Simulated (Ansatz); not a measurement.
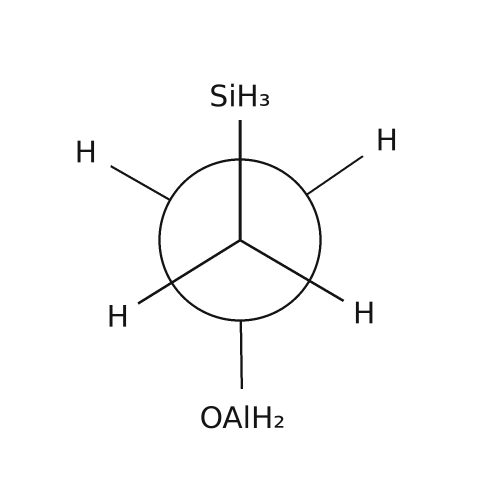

A Newman projection along the Si–C bond, silicon in front; angles are drawn as computed, but eclipsed bonds slightly apart. Computed geometry: PBE0-D4/def2-TZVP optimisation. No frequency run is at hand to confirm it as a minimum.

Which molecule is it?

CH9AlOSi2, [AlH2][O]C[SiH2][SiH3]

What is the torsion angle from the front SiH3 to the back OAlH2? The sign is positive where the front bond must turn clockwise to cover the back bond.

179°, antiperiplanar (anti). The conformation about this bond is staggered.
